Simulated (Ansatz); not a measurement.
# Cl2H2OSTi: the cost of one run

Method: the settings change from run to run; program: Ansatz 0.2.0, Gaussian basis.

### 1 The geometry

An earlier PBE0-D4 in a triple-zeta def2 set relaxation fixed the geometry.

7 atoms, charge 0, spin multiplicity 1.

Atoms are counted from 1 here; the program's logs count them from 0.

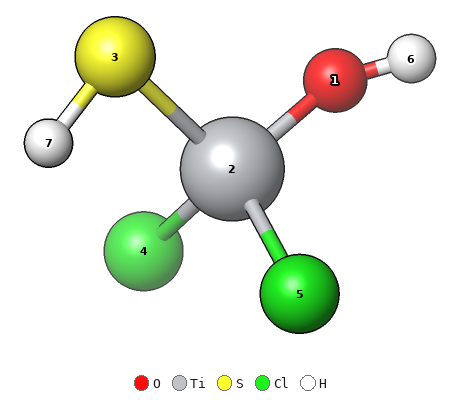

The geometry (oxygen red, titanium light grey, sulfur yellow, chlorine green, hydrogen white); atoms are numbered from 1 in the order of the file.

### 2 B3LYP/6-31G*

Set apart from the defaults: atoms shaken by 0.03 Å, a grid of angular degree 47, D3(BJ) dispersion, high accuracy, the search for lower states set to full.

The input, in.yaml:

```yaml
crystal:
  periodic: [false, false, false]
  atoms:
    - {symbol: O, position_ang: [-1.380143, 0.536918, 0.834710]}
    - {symbol: Ti, position_ang: [-0.132768, 0.026851, -0.258396]}
    - {symbol: S, position_ang: [1.361005, -1.017121, 1.041880]}
    - {symbol: Cl, position_ang: [-0.932790, -1.368753, -1.726139]}
    - {symbol: Cl, position_ang: [0.885582, 1.778123, -1.260183]}
    - {symbol: H, position_ang: [-1.906891, 1.260833, 1.276755]}
    - {symbol: H, position_ang: [2.136194, -1.290058, 0.028603]}
basis:
  gaussian: {orbitals: "6-31G*", final_grid: {core_spheres: 20, valence_spheres: 16, degree: 47}}
hamiltonian: {xc: {name: B3LYP}, dispersion: d3bj}
accuracy: high
scf: {lower_state_search: full}
output: {forces: true}
```

The run is started by

```bash
ansatz run in.yaml --threads 4 --pin off --events-out ev --progress --plain --max-ram 10444MiB
```

**Question.** How long does this run take on 4 threads of Arm Neoverse V2, shared host, and how much memory does it need?

About 14 s, with a peak of 0.6 GiB.
